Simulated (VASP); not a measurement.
# ZrH2: convergence with the SCF threshold and plane-wave cutoff

How sensitive are energy and pressure of ZrH2 to the SCF threshold and plane-wave cutoff? The series runs use PBEsol. The SCF threshold tried: EDIFF = 0.01; EDIFF = 0.001; EDIFF = 1E-04; EDIFF = 1E-05; EDIFF = 1E-06; EDIFF = 1E-08. The plane-wave cutoff tried: ENCUT = 150; ENCUT = 190; ENCUT = 220; ENCUT = 250; ENCUT = 290; ENCUT = 320; ENCUT = 400; ENCUT = 500. The start is a computed cell from the Materials Project.

Calculated with VASP 6.6.1; PBEsol; plane waves and PAW (Zr_sv, H).

## 1. The starting structure

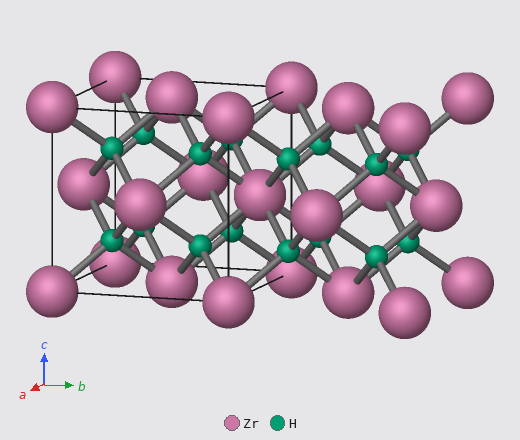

The cell as given, slightly off an axis (zirconium pink, hydrogen teal). 1×2×1 cells are drawn. This picture shows the conventional cell, with its axes. Some periodic images of atoms are drawn too.

As a file:

```xyz
3
Lattice="0.0000 2.4092 2.4092 2.4092 0.0000 2.4092 2.4092 2.4092 0.0000" Properties=species:S:1:pos:R:3 pbc="T T T"
Zr    0.0000    0.0000    0.0000
H     3.6138    3.6138    3.6138
H     1.2046    1.2046    1.2046
```

## 2. SCF threshold: EDIFF = 0.01

EDIFF stops the electronic loop; forces need it tighter than energies do. PBEsol restores the gradient expansion of exchange and is tuned for the cells of solids.

INCAR reads:

```
SYSTEM = ZrH2
PREC = Accurate
ENCUT = 400
EDIFF = 0.01
NELM = 100
ISMEAR = -1
SIGMA = 0.05
LREAL = .FALSE.
ALGO = Normal
GGA = PS
NBANDS = 13
LASPH = .TRUE.
LORBIT = 11
LWAVE = .FALSE.
LCHARG = .FALSE.
KPAR = 4
ISIF = 2
```

POSCAR reads:

```
ZrH2
1.0
    0.0000000000      2.4092250000      2.4092250000
    2.4092250000      0.0000000000      2.4092250000
    2.4092250000      2.4092250000      0.0000000000
Zr H
1 2
Direct
    0.0000000000      0.0000000000      0.0000000000
    0.7500000000      0.7500000000      0.7500000000
    0.2500000000      0.2500000000      0.2500000000
```

KPOINTS reads:

```
Automatic mesh
0
Gamma
8 8 8
0 0 0
```

Potentials, in the order of the species: Zr_sv and H (PBE family, release 64).

The run is started by

```bash
> mpirun -np 4 vasp_std
```

Output:

```text
[banner, memory and clock lines left out]
running    4 mpi-ranks, on    1 nodes
 distrk:  each k-point on    1 cores,    4 groups
 distr:  one band on    1 cores,    1 groups

 POSCAR found type information on POSCAR ZrH
 POSCAR found :  2 types and       3 ions
|                                                                             |
|               ----> ADVICE to this user running VASP <----                  |
|                                                                             |
|     You enforced a specific xc type in the INCAR file but a different       |
|     [... a line on the potential file left out ...]
|     I HOPE YOU KNOW WHAT YOU ARE DOING!                                     |
|                                                                             |

 LDA part: xc-table for (Slater+PW92), standard interpolation
 POSCAR, INCAR and KPOINTS ok, starting setup
 FFT: planning ... GRIDC
 FFT: planning ... GRID_SOFT
 FFT: planning ... GRID
 WAVECAR not read
 entering main loop
       N       E                     dE             d eps       ncg     rms          rms(c)
DAV:   1     0.665596263008E+02    0.66560E+02   -0.66755E+03   762   0.879E+02
DAV:   2    -0.163603385441E+02   -0.82920E+02   -0.80428E+02   899   0.249E+02
DAV:   3    -0.189225018901E+02   -0.25622E+01   -0.25422E+01  1172   0.362E+01
DAV:   4    -0.189538250805E+02   -0.31323E-01   -0.31319E-01   845   0.406E+00
DAV:   5    -0.189546725444E+02   -0.84746E-03   -0.84740E-03   754   0.436E-01    0.171E+01
DAV:   6    -0.177729272658E+02    0.11817E+01   -0.11417E+00   819   0.995E+00    0.647E+00
DAV:   7    -0.175671341391E+02    0.20579E+00   -0.55449E-01   941   0.602E+00    0.831E-01
DAV:   8    -0.175693420521E+02   -0.22079E-02   -0.50124E-02   876   0.200E+00
   1 F= -.17569342E+02 E0= -.17563489E+02  d E =-.117052E-01
```

Elapsed: 7 s, on 4 MPI ranks of AMD EPYC 7R43, shared host; peak memory 0.38 GiB; 23 s of CPU time.

The logs omit lines about the potential files and the build; timing stands in the text.

Parts of OUTCAR (step 2):

```text
ion  position               nearest neighbor table
   1  0.000  0.000  0.000-   2 2.09   2 2.09   2 2.09   2 2.09   3 2.09   3 2.09   3 2.09   3 2.09

  LATTYP: Found a face centered cubic cell.
 ALAT       =     4.8184500000

 Subroutine GETGRP returns: Found 48 space group operations
 (whereof 48 operations were pure point group operations)

The static configuration has the point symmetry O_h .

 Found     29 irreducible k-points:

   k-points           NKPTS =     29   k-points in BZ     NKDIM =     29   number of bands    NBANDS=     13

   dimension x,y,z NGX =    24 NGY =   24 NGZ =   24
   dimension x,y,z NGXF=    48 NGYF=   48 NGZF=   48

   ENCUT  =  400.0 eV  29.40 Ry    5.42 a.u.   5.56  5.56  5.56*2*pi/ulx,y,z

   NELECT =      14.0000    total number of electrons

 k-points in reciprocal lattice and weights: Automatic mesh
   0.00000000  0.00000000  0.00000000       0.002
   0.12500000  0.00000000  0.00000000       0.016
   0.25000000  0.00000000  0.00000000       0.016
   0.37500000  0.00000000  0.00000000       0.016
   0.50000000  0.00000000  0.00000000       0.008
   0.12500000  0.12500000  0.00000000       0.012
   0.25000000  0.12500000  0.00000000       0.047
   0.37500000  0.12500000  0.00000000       0.047
   0.50000000  0.12500000  0.00000000       0.047
[...]
-0.37500000  0.50000000  0.12500000       0.023
  -0.25000000  0.50000000  0.25000000       0.012

 average (electrostatic) potential at core
       1 -75.5147       2 -28.7790       3 -28.7790

 E-fermi :   8.3069

 k-point     1 :       0.0000    0.0000    0.0000
  band No.  band energies     occupation
    ...
      5      -1.3167      2.00000
      6       7.0040      2.00000
      7       7.9479      1.99848
      8       7.9479      1.99848
      9       7.9479      1.99848
     10      10.5324      0.00000
     11      10.5324      0.00000
     12      19.1287      0.00000
     13      20.4804      0.00000

 k-point     2 :       0.1250    0.0000    0.0000
  band No.  band energies     occupation
    ...
      4     -18.6728      2.00000
      5      -0.9396      2.00000
      6       5.3284      2.00000
      7       8.1350      1.93772
      8       8.1350      1.93772
      9      10.0878      0.00000
     10      10.3684      0.00000
     11      10.3684      0.00000
     12      17.2946      0.00000
     13      21.2804      0.00000

 k-point     3 :       0.2500    0.0000    0.0000
  band No.  band energies     occupation
    ...
      4     -18.7016      2.00000
      5      -0.0222      2.00000
      6       3.9726      2.00000
      7       8.3525      0.57321
      8       8.3525      0.57309
      9      10.4375      0.00000
     10      10.4375      0.00000
     11      12.4199      0.00000
     12      16.0512      0.00000
     13      19.9624      0.00000

  Total       -1.0244030     -1.0244030     -1.0244030     -0.0000000      0.0000000      0.0000000
  in kB      -58.6839494    -58.6839494    -58.6839494     -0.0000000      0.0000000      0.0000000
  external PRESSURE =     -58.6839494 kB  Pullay stress =       0.0000000 kB

  energy-cutoff  :      400.00
  volume of cell :       27.97
      direct lattice vectors                 reciprocal lattice vectors
     0.000000000  2.409225000  2.409225000    -0.207535618  0.207535618  0.207535618
     2.409225000  0.000000000  2.409225000     0.207535618 -0.207535618  0.207535618
     2.409225000  2.409225000  0.000000000     0.207535618  0.207535618 -0.207535618

 POSITION                                       TOTAL-FORCE (eV/Angst)
 -----------------------------------------------------------------------------------
      0.00000      0.00000      0.00000        -0.000000      0.000000     -0.000000
      3.61384      3.61384      3.61384         0.000000      0.000000      0.000000
      1.20461      1.20461      1.20461         0.000000     -0.000000      0.000000
 -----------------------------------------------------------------------------------
    total drift:                               -0.000000      0.000000     -0.000000

  FREE ENERGIE OF THE ION-ELECTRON SYSTEM (eV)
  ---------------------------------------------------
  free  energy   TOTEN  =       -17.5693420521 eV

  energy  without entropy=      -17.5576368759  energy(sigma->0) =      -17.56348946

 total charge
# of ion       s       p       d       tot
------------------------------------------
    1        2.143   5.991   1.665   9.798
    2        0.561   0.015   0.000   0.575
    3        0.561   0.015   0.000   0.575
--------------------------------------------------
tot          3.264   6.021   1.665  10.949

[... 3 further parts left out ...]
```

The PAW data sets were made with PBE, which is usual practice but a small mismatch for other functionals.

Numbers from this step:

```yaml
electronic_steps: 8
electrons: 14
bands: 13
irreducible_k_points: 29
symmetry_operations: 48
free_energy_toten: -17.57 eV
energy_at_zero_smearing: -17.56 eV
fermi_energy: 8.307 eV
pressure: -5.868 GPa
metallic: yes
```

The series starts at -5.8545 eV an atom and -5.87 GPa, after 8 cycles in 7 s.

## 3. SCF threshold: EDIFF = 0.001

Changes to INCAR since step 2:

```diff
@@ -3,3 +3,3 @@
 ENCUT = 400
-EDIFF = 0.01
+EDIFF = 0.001
 NELM = 100
```

POSCAR is that of step 2.

KPOINTS is that of step 2.

The run is started by

```bash
> mpirun -np 4 vasp_std
```

Output:

```text
[banner, memory and clock lines left out]
running    4 mpi-ranks, on    1 nodes
[...]
[... a notice as in an earlier step ...]

 LDA part: xc-table for (Slater+PW92), standard interpolation
 POSCAR, INCAR and KPOINTS ok, starting setup
[...]
entering main loop
       N       E                     dE             d eps       ncg     rms          rms(c)
[... 4 cycles as in an earlier step ...]
DAV:   5    -0.189547411925E+02   -0.91611E-03   -0.91610E-03  1075   0.436E-01    0.171E+01
DAV:   6    -0.177738627609E+02    0.11809E+01   -0.11391E+00   819   0.995E+00    0.647E+00
DAV:   7    -0.175669494743E+02    0.20691E+00   -0.53925E-01   933   0.600E+00    0.811E-01
DAV:   8    -0.175692957869E+02   -0.23463E-02   -0.50439E-02   958   0.195E+00    0.493E-01
DAV:   9    -0.175694984897E+02   -0.20270E-03   -0.13832E-03   699   0.387E-01
   1 F= -.17569498E+02 E0= -.17563636E+02  d E =-.117251E-01
```

It took 7.2 s on 4 MPI ranks; peak memory 0.41 GiB.

From OUTCAR (step 3):

```text
  Total       -0.9740830     -0.9740830     -0.9740830      0.0000000     -0.0000000     -0.0000000
  in kB      -55.8013210    -55.8013210    -55.8013210      0.0000000     -0.0000000     -0.0000000
  external PRESSURE =     -55.8013210 kB  Pullay stress =       0.0000000 kB

 POSITION                                       TOTAL-FORCE (eV/Angst)
 -----------------------------------------------------------------------------------
      0.00000      0.00000      0.00000         0.000000     -0.000000      0.000000
      3.61384      3.61384      3.61384        -0.000000     -0.000000     -0.000000
      1.20461      1.20461      1.20461         0.000000      0.000000      0.000000
 -----------------------------------------------------------------------------------
    total drift:                               -0.000000      0.000000      0.000000

  FREE ENERGIE OF THE ION-ELECTRON SYSTEM (eV)
  ---------------------------------------------------
  free  energy   TOTEN  =       -17.5694984897 eV

  energy  without entropy=      -17.5577734269  energy(sigma->0) =      -17.56363596

[... 2 parts as in an earlier step ...]

[... 1 further part left out ...]
[key lines of the parts left out:]
E-fermi :   8.2933
```

Against the run before the energy moves by -0.05 meV an atom and the pressure by +0.29 GPa, after 9 cycles in 7.2 s.

## 4. SCF threshold: EDIFF = 1E-04

Changes to INCAR since step 3:

```diff
@@ -3,3 +3,3 @@
 ENCUT = 400
-EDIFF = 0.001
+EDIFF = 1E-04
 NELM = 100
```

POSCAR is that of step 3.

KPOINTS is that of step 3.

The run is started by

```bash
> mpirun -np 4 vasp_std
```

Output:

```text
[... set-up lines as in an earlier step ...]
 entering main loop
       N       E                     dE             d eps       ncg     rms          rms(c)
[... 4 cycles as in an earlier step ...]
DAV:   5    -0.189547423520E+02   -0.91727E-03   -0.91726E-03  1131   0.436E-01    0.171E+01
DAV:   6    -0.177738839964E+02    0.11809E+01   -0.11390E+00   819   0.995E+00    0.647E+00
DAV:   7    -0.175669524134E+02    0.20693E+00   -0.53907E-01   933   0.600E+00    0.811E-01
DAV:   8    -0.175692949915E+02   -0.23426E-02   -0.50387E-02   958   0.195E+00    0.493E-01
DAV:   9    -0.175695073541E+02   -0.21236E-03   -0.14708E-03   940   0.387E-01    0.680E-02
DAV:  10    -0.175693730167E+02    0.13434E-03   -0.13112E-04   600   0.112E-01    0.344E-02
DAV:  11    -0.175693711759E+02    0.18408E-05   -0.18820E-05   397   0.406E-02
   1 F= -.17569371E+02 E0= -.17563516E+02  d E =-.117102E-01
```

Wall time 8.4 s (4 MPI ranks); peak memory 0.4 GiB.

OUTCAR, selected parts (step 4):

```text
  Total       -0.8855989     -0.8855989     -0.8855989      0.0000000      0.0000000      0.0000000
  in kB      -50.7324206    -50.7324206    -50.7324206      0.0000000      0.0000000      0.0000000
  external PRESSURE =     -50.7324206 kB  Pullay stress =       0.0000000 kB

 POSITION                                       TOTAL-FORCE (eV/Angst)
 -----------------------------------------------------------------------------------
      0.00000      0.00000      0.00000        -0.000000     -0.000000     -0.000000
      3.61384      3.61384      3.61384         0.000000      0.000000      0.000000
      1.20461      1.20461      1.20461        -0.000000     -0.000000     -0.000000
 -----------------------------------------------------------------------------------
    total drift:                               -0.000000      0.000000      0.000000

  FREE ENERGIE OF THE ION-ELECTRON SYSTEM (eV)
  ---------------------------------------------------
  free  energy   TOTEN  =       -17.5693711759 eV

  energy  without entropy=      -17.5576609758  energy(sigma->0) =      -17.56351608

[... 2 parts as in an earlier step ...]

[... 1 further part left out ...]
[key lines of the parts left out:]
E-fermi :   8.2919
```

Against the run before the energy moves by +0.04 meV an atom and the pressure by +0.51 GPa, after 11 cycles in 8.4 s.

## 5. SCF threshold: EDIFF = 1E-05

Changes to INCAR since step 4:

```diff
@@ -3,3 +3,3 @@
 ENCUT = 400
-EDIFF = 1E-04
+EDIFF = 1E-05
 NELM = 100
```

POSCAR is that of step 4.

KPOINTS is that of step 4.

The run is started by

```bash
> mpirun -np 4 vasp_std
```

Output:

```text
[... set-up lines as in an earlier step ...]
 entering main loop
       N       E                     dE             d eps       ncg     rms          rms(c)
[... 9 cycles as in an earlier step ...]
DAV:  10    -0.175693734662E+02    0.13389E-03   -0.13561E-04   879   0.112E-01    0.349E-02
DAV:  11    -0.175693713116E+02    0.21547E-05   -0.17617E-05   734   0.409E-02
   1 F= -.17569371E+02 E0= -.17563516E+02  d E =-.117104E-01
```

Wall time 8.4 s (4 MPI ranks); peak memory 0.43 GiB; 29 s of CPU time.

OUTCAR, selected parts (step 5):

```text
  Total       -0.8849312     -0.8849312     -0.8849312      0.0000000      0.0000000      0.0000000
  in kB      -50.6941706    -50.6941706    -50.6941706      0.0000000      0.0000000      0.0000000
  external PRESSURE =     -50.6941706 kB  Pullay stress =       0.0000000 kB

 POSITION                                       TOTAL-FORCE (eV/Angst)
 -----------------------------------------------------------------------------------
      0.00000      0.00000      0.00000         0.000000      0.000000      0.000000
      3.61384      3.61384      3.61384         0.000000      0.000000      0.000000
      1.20461      1.20461      1.20461        -0.000000     -0.000000     -0.000000
 -----------------------------------------------------------------------------------
    total drift:                               -0.000000      0.000000      0.000000

  FREE ENERGIE OF THE ION-ELECTRON SYSTEM (eV)
  ---------------------------------------------------
  free  energy   TOTEN  =       -17.5693713116 eV

  energy  without entropy=      -17.5576609195  energy(sigma->0) =      -17.56351612

[... 2 parts as in an earlier step ...]

[... 1 further part left out ...]
[key lines of the parts left out:]
E-fermi :   8.2919
```

Against the run before the energy stays within 0.01 meV an atom and the pressure within 0.01 GPa, after 11 cycles in 8.4 s.

## 6. SCF threshold: EDIFF = 1E-06

Changes to INCAR since step 5:

```diff
@@ -3,3 +3,3 @@
 ENCUT = 400
-EDIFF = 1E-05
+EDIFF = 1E-06
 NELM = 100
```

POSCAR is that of step 5.

KPOINTS is that of step 5.

The run is started by

```bash
> mpirun -np 4 vasp_std
```

Output:

```text
[... set-up lines as in an earlier step ...]
 entering main loop
       N       E                     dE             d eps       ncg     rms          rms(c)
[... 10 cycles as in an earlier step ...]
DAV:  11    -0.175693713823E+02    0.20839E-05   -0.18324E-05  1014   0.409E-02    0.332E-03
DAV:  12    -0.175693705129E+02    0.86938E-06   -0.70680E-07   654   0.692E-03
   1 F= -.17569371E+02 E0= -.17563515E+02  d E =-.117106E-01
```

It took 8.4 s on 4 MPI ranks; peak memory 0.4 GiB.

OUTCAR, selected parts (step 6):

```text
  Total       -0.8865170     -0.8865170     -0.8865170      0.0000000      0.0000000      0.0000000
  in kB      -50.7850148    -50.7850148    -50.7850148      0.0000000      0.0000000      0.0000000
  external PRESSURE =     -50.7850148 kB  Pullay stress =       0.0000000 kB

 POSITION                                       TOTAL-FORCE (eV/Angst)
 -----------------------------------------------------------------------------------
      0.00000      0.00000      0.00000         0.000000     -0.000000      0.000000
      3.61384      3.61384      3.61384         0.000000      0.000000     -0.000000
      1.20461      1.20461      1.20461        -0.000000     -0.000000      0.000000
 -----------------------------------------------------------------------------------
    total drift:                               -0.000000      0.000000      0.000000

  FREE ENERGIE OF THE ION-ELECTRON SYSTEM (eV)
  ---------------------------------------------------
  free  energy   TOTEN  =       -17.5693705129 eV

  energy  without entropy=      -17.5576598651  energy(sigma->0) =      -17.56351519

[... 2 parts as in an earlier step ...]

[... 1 further part left out ...]
[key lines of the parts left out:]
E-fermi :   8.2920
```

Against the run before the energy stays within 0.01 meV an atom; the pressure moves by -0.01 GPa, after 12 cycles in 8.4 s.

## 7. SCF threshold: EDIFF = 1E-08

Changes to INCAR since step 6:

```diff
@@ -3,3 +3,3 @@
 ENCUT = 400
-EDIFF = 1E-06
+EDIFF = 1E-08
 NELM = 100
```

POSCAR is that of step 6.

KPOINTS is that of step 6.

The run is started by

```bash
> mpirun -np 4 vasp_std
```

Output:

```text
[... set-up lines as in an earlier step ...]
 entering main loop
       N       E                     dE             d eps       ncg     rms          rms(c)
[... 11 cycles as in an earlier step ...]
DAV:  12    -0.175693705192E+02    0.86305E-06   -0.77337E-07  1027   0.692E-03    0.978E-04
DAV:  13    -0.175693701258E+02    0.39341E-06   -0.38623E-08   997   0.142E-03    0.669E-04
DAV:  14    -0.175693700952E+02    0.30652E-07   -0.39601E-09   502   0.752E-04    0.105E-04
DAV:  15    -0.175693700996E+02   -0.44081E-08   -0.91050E-10   452   0.335E-04
   1 F= -.17569370E+02 E0= -.17563515E+02  d E =-.117106E-01
```

Run time: 9 s. Hardware: 4 MPI ranks; peak memory 0.38 GiB.

From OUTCAR (step 7):

```text
  Total       -0.8859106     -0.8859106     -0.8859106      0.0000000     -0.0000000      0.0000000
  in kB      -50.7502746    -50.7502746    -50.7502746      0.0000000     -0.0000000      0.0000000
  external PRESSURE =     -50.7502746 kB  Pullay stress =       0.0000000 kB

  FREE ENERGIE OF THE ION-ELECTRON SYSTEM (eV)
  ---------------------------------------------------
  free  energy   TOTEN  =       -17.5693700996 eV

  energy  without entropy=      -17.5576594744  energy(sigma->0) =      -17.56351479

[... 3 parts as in an earlier step ...]

[... 1 further part left out ...]
[key lines of the parts left out:]
E-fermi :   8.2921
```

Against the run before the energy stays within 0.01 meV an atom and the pressure within 0.01 GPa, after 15 cycles in 9 s.

(Part 1 of 3 ends here.)

[Lines on the potential files, build, host, timing and source positions are cut from VASP's logs without a mark.]

[Logs are printed without paths, hosts, clocks, repeated set-up lines and the standing remarks that a program may print on its own settings, such as how far it seeks lower states.]

[Hosts, paths, dates, database ids (printed as entryN), source tags and the programs' standing remarks are cut or masked in the printed files.]

[A measured line is paired with the nearest computed mode of its activity, which favours agreement.]
